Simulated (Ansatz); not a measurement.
```xyz
4

C     1.4667   -0.0327   -0.2908
O     2.3363   -0.5108   -0.8048
Si    0.0344    0.9635    0.8476
H    -0.9202    0.3560   -0.1729
```

Geometry: PBE0-D3(BJ)/def2-SVP.

Method: isolated molecule in a Gaussian basis; Kohn-Sham density functional theory, functional PBE0 (Ansatz).

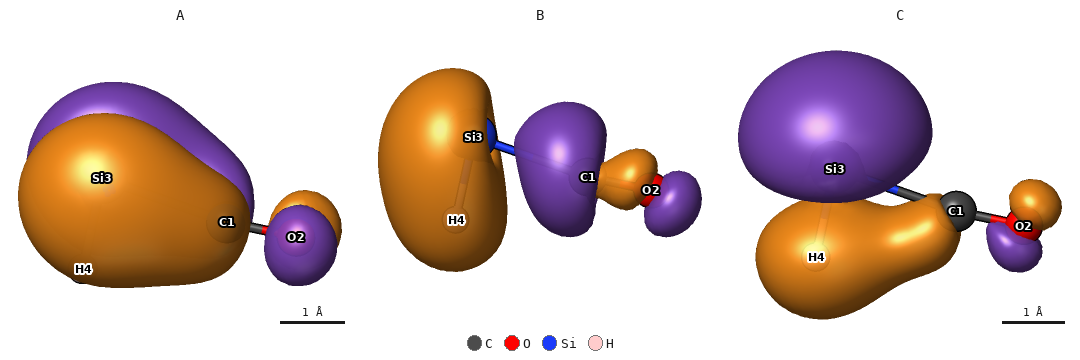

CHOSi (SMILES O=C=[SiH+]) (charge +1). Three frontier orbitals at ±0.1 Å⁻³ᐟ² (orange and purple are the two phases), in no order.

Question: Which picture is the HOMO−1, the HOMO and the LUMO?

Answer: B is the HOMO−1 (−17.74 eV). Its weight (Hirshfeld) is mainly on Si3 (about 45 %), C1 (about 25 %), H4 (about 20 %) and O2 (about 5 %); it is symmetric in the molecular plane (an in-plane orbital: σ, lone-pair or in-plane π type). C is the HOMO (−14.36 eV). It lies mainly on Si3 (about 70 %), H4 (about 20 %) and C1 (about 5 %); it is symmetric in the molecular plane (an in-plane orbital: σ, lone-pair or in-plane π type). A is the LUMO (−10.23 eV). By Hirshfeld shares it lies mainly on Si3 (about 70 %), C1 (about 20 %) and O2 (about 10 %); it changes sign across the molecular plane (π type); π-antibonding (a node) across C1–O2.

Question: What is the HOMO–LUMO gap?

Answer: 4.13 eV between the orbital energies.
